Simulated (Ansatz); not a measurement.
Si$_{2}$H$_{7}$F: several calculations on one system

**1. Relaxation**

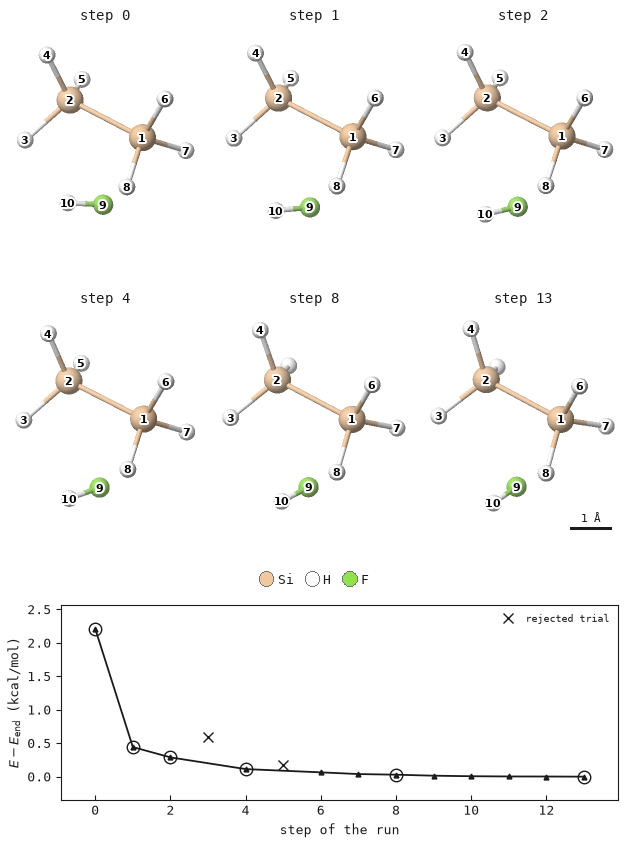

Frames of a relaxation of Si2H7F, marked on the history of the run. The picture is a ball-and-stick view, seen at a tilt.

The run prepares an end point of a later path (reaction) calculation, from a guessed geometry.

Computed with Ansatz, RKS r2SCAN/6-31G*.

Input file:
```yaml
crystal:
  periodic: [false, false, false]
  atoms:
    - { symbol: Si, position_ang: [0.221495, -0.039587, 0.108883] }
    - { symbol: Si, position_ang: [0.158884, -0.007859, 2.364908] }
    - { symbol: H, position_ang: [-1.007976, -0.799555, 2.887026] }
    - { symbol: H, position_ang: [1.368522, -0.635824, 2.977751] }
    - { symbol: H, position_ang: [0.023557, 1.371309, 2.914565] }
    - { symbol: H, position_ang: [1.638438, -0.232251, -0.337302] }
    - { symbol: H, position_ang: [-0.267888, 1.225281, -0.499204] }
    - { symbol: H, position_ang: [-0.55697, -1.194551, -0.427413] }
    - { symbol: F, position_ang: [-2.36961, 0.513328, 0.998434] }
    - { symbol: H, position_ang: [-2.384052, -0.200291, 1.600751] }
basis:
  gaussian: { orbitals: "6-31G*" }
hamiltonian:
  xc: r2scan
relax:
  f_tol: 0.03
  max_steps: 50
output:
  orbitals: {}
```

Launched with:
```bash
ansatz run input.yaml --threads 1 --pin off --max-ram 2048MiB --backend cpu --events-out ev --progress --plain --runs-dir out
```

Describe the path.

Over 11 accepted moves (13 points after the start) the energy falls by 2.21 kcal/mol. Largest force component: 1.2 eV/Å at the start, 0.014 eV/Å at the end. The line search rejected the trial steps at points 3, 5 of the run. The forces were under the threshold at step 7, but the run went on from there. The largest move after the best rigid fit is that of H10, 0.48 Å. By element the largest moves are H 0.48 Å, F 0.27 Å, Si 0.10 Å. Some distances before and after: Si1–Si2 2.257 → 2.344 Å, Si1–H6 1.498 → 1.492 Å. From step 0 to 1: H10 moves most (0.20 Å), energy −1.77 kcal/mol. From step 1 to 2: H10 moves most (0.10 Å), energy −0.15 kcal/mol. From step 2 to 4: H3 moves most (0.08 Å), energy −0.18 kcal/mol. From step 4 to 8: H8 moves most (0.15 Å), energy −0.08 kcal/mol. From step 8 to 13: H10 moves most (0.09 Å), energy −0.03 kcal/mol.

| step | E − E(0), kcal/mol | largest force component, eV/Å | note |
| --- | --- | --- | --- |
| 0 | 0.00 | 1.2026 |  |
| 1 | -1.77 | 0.7080 |  |
| 2 | -1.92 | 0.6845 |  |
| 3 | -1.62 | 0.5705 | rejected |
| 4 | -2.10 | 0.1635 |  |
| 5 | -2.04 | 0.1132 | rejected |
| 6 | -2.15 | 0.0474 |  |
| 7 | -2.17 | 0.0072 |  |
| 8 | -2.18 | 0.2354 |  |
| 9 | -2.20 | 0.0755 |  |
| 10 | -2.20 | 0.0081 |  |
| 11 | -2.21 | 0.0955 |  |
| 12 | -2.21 | 0.0573 |  |
| 13 | -2.21 | 0.0143 |  |

**2. Relaxation**

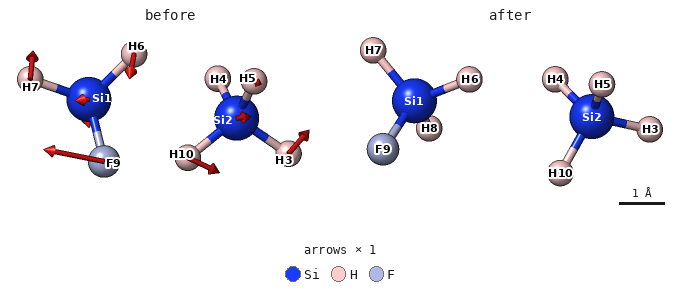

The structure of Si2H7F before (left) and after (right) a relaxation, at one scale. The red arrows give the displacements, at their true length.

A ball-and-stick model, seen at a tilt.

The run prepares an end point of a later path (reaction) calculation, from a guessed geometry.

Theory: RKS r2SCAN/6-31G* in Ansatz 0.2.0. Set-up: no spin polarisation; force threshold 0.03 eV/Å; at most 50 steps.

**Describe what moved and what it gained.**

The energy falls by 3.50 kcal/mol in 23 accepted moves (24 points after the start). The largest force component goes from 0.51 to 0.019 eV/Å. The line search rejected the trial step at point 23 of the run. The forces were under the threshold at step 5, but the run went on from there. The largest move after the best rigid fit is that of F9, 1.47 Å. Largest moves by element: F 1.47 Å, H 0.86 Å, Si 0.39 Å. Some distances before and after: Si1–Si2 3.430 → 4.151 Å, Si2–H10 1.470 → 1.487 Å, Si1–F9 1.603 → 1.612 Å. Cost: 39 s on 1 thread of Intel(R) Xeon(R) 6975P-C (Granite Rapids) (shared host), peak memory 0.14 GiB.

**3. Path**

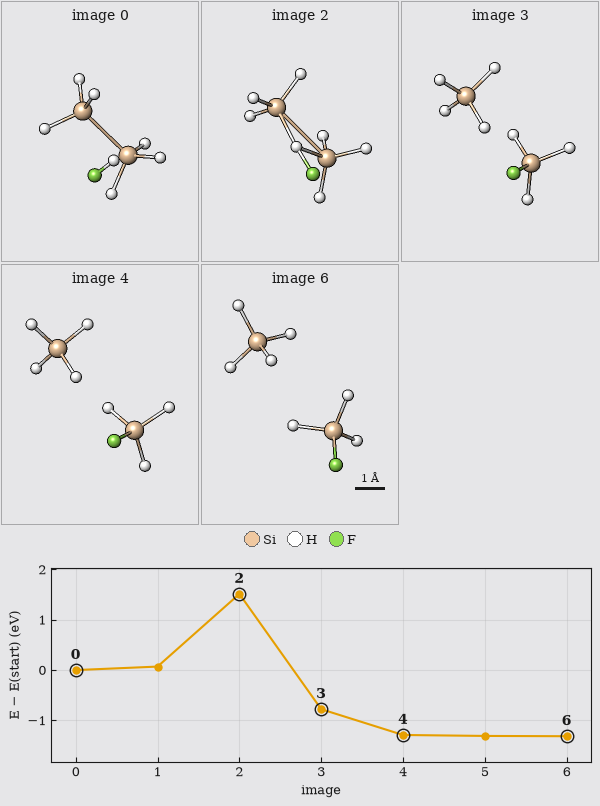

NEB run on Si₂H₇F, made up at the start of Si₂H₆ and HF. Images are numbered from 0 (start) to 6 (end). Style: ball-and-stick. Shown from a free direction.

The calculation used Ansatz 0.2.0, RKS r2SCAN/6-31G*. Run with 5 movable images; climbing image; force threshold 0.05 eV/Å; iteration limit 60; starting path through a guess of the saddle point.

> Describe the mechanism and the energy profile.

Forward barrier 1.51 eV, backward barrier 2.83 eV, with image 2 at the top; the reaction energy is −1.31 eV. Breaking: F–H (0.94 → 4.38 Å), Si–Si (2.34 → 4.15 Å). Forming: F–Si (3.05 → 1.61 Å), H–Si (3.15 → 1.49 Å). The band is converged. At the top, the vibrational analysis gives one imaginary mode (1022i cm⁻¹), as a transition state must have.

Limits of the set-up: the start holds two separate molecules, 2.7 Å apart at their closest, whose relative position is a soft coordinate and is computed without a dispersion correction.

The run took 2.8 min on 1 thread of Intel(R) Xeon(R) 6975P-C (Granite Rapids) (shared host), peak memory 0.14 GiB.
